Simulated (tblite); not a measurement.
# H34Si22: the cost of one run

Computed with tblite 0.8.0 and PySCF 2.14.0 and routines of our own; the level stands in each step. Atoms count from 0.

## (1) The starting structure

56 atoms, charge 0, multiplicity 1; geometry from: force field, distance geometry or constructed start.

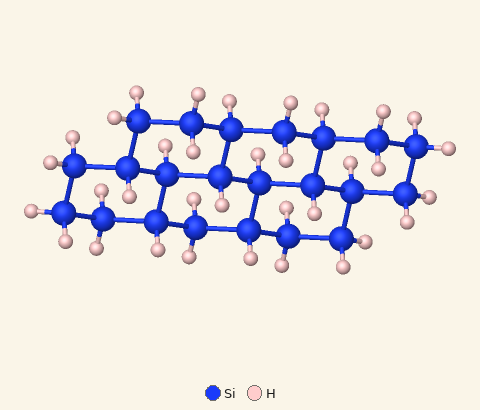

The starting geometry (silicon blue, hydrogen pink).

## (2) Geometry optimisation with GFN2-xTB

Job settings and geometry (Å):

```
{"job": {"kind": "relax", "xc": "GFN2-xTB", "basis": "xTB"}, "charge": 0, "multiplicity": 1}
Si    -0.959500     2.782100    -0.376600
Si    -2.896300     3.900000     0.368100
Si    -4.816600     2.781600    -0.374000
Si    -4.822500     0.561200     0.368800
Si    -2.894100    -0.558000    -0.371600
Si    -0.967700     0.556300     0.372400
Si     6.750700     2.785600    -0.378300
Si     4.825200     3.900100     0.376500
Si     2.895800     2.781800    -0.375400
Si     2.890300     0.556000     0.376600
Si     4.819700    -0.558000    -0.377100
Si     6.748100     0.554800     0.375000
Si    -6.754000    -0.556100    -0.370000
Si    -6.748400    -2.784500     0.372300
Si    -4.824000    -3.892300    -0.374800
Si    -2.895000    -2.783300     0.381300
Si     0.964800     3.899300     0.375900
Si     0.963300    -0.560200    -0.376000
Si     0.963800    -2.782100     0.377500
Si     2.895900    -3.896500    -0.372300
Si     4.819500    -2.780100     0.376500
Si    -0.965300    -3.895900    -0.375200
H     -0.961000     2.788500    -1.808400
H     -2.897300     3.893100     1.813500
H     -2.892600     5.258700    -0.101100
H     -4.827900     2.783000    -1.812500
H     -5.997800     3.465500     0.101300
H     -4.822400     0.557400     1.816200
H     -2.892500    -0.556400    -1.817000
H     -0.963300     0.557200     1.818400
H      6.754200     2.784500    -1.816100
H      7.925300     3.464500     0.102200
H      4.820800     3.897500     1.813100
H      4.823900     5.254800    -0.098300
H      2.894300     2.785700    -1.818300
H      2.893600     0.559000     1.812100
H      4.821000    -0.556700    -1.819100
H      6.751500     0.559300     1.812400
H      7.928300    -0.126500    -0.102100
H     -6.755400    -0.553400    -1.813800
H     -7.927300     0.120300     0.105800
H     -6.744700    -2.789500     1.818700
H     -7.922300    -3.462200    -0.105600
H     -4.819200    -3.897900    -1.816800
H     -4.825500    -5.254400     0.104400
H     -2.895000    -2.782300     1.811600
H      0.966800     3.897500     1.814400
H      0.964100     5.258700    -0.099700
H      0.966000    -0.556400    -1.814800
H      0.966300    -2.783200     1.817000
H      2.892200    -3.904700    -1.811900
H      2.899700    -5.254800     0.101700
H      4.821400    -2.784300     1.815100
H      5.995100    -3.464800    -0.105000
H     -0.963700    -3.898300    -1.813500
H     -0.964900    -5.253100     0.102600
```

Command:

```
> OMP_NUM_THREADS=2 python large_run.py task.json out
```

This one command runs all jobs of the session in turn.

Q: Estimate the wall time and peak memory of this first job on 2 threads of Arm Neoverse N1, shared host.

About 10 s, with a peak of 0.17 GiB.
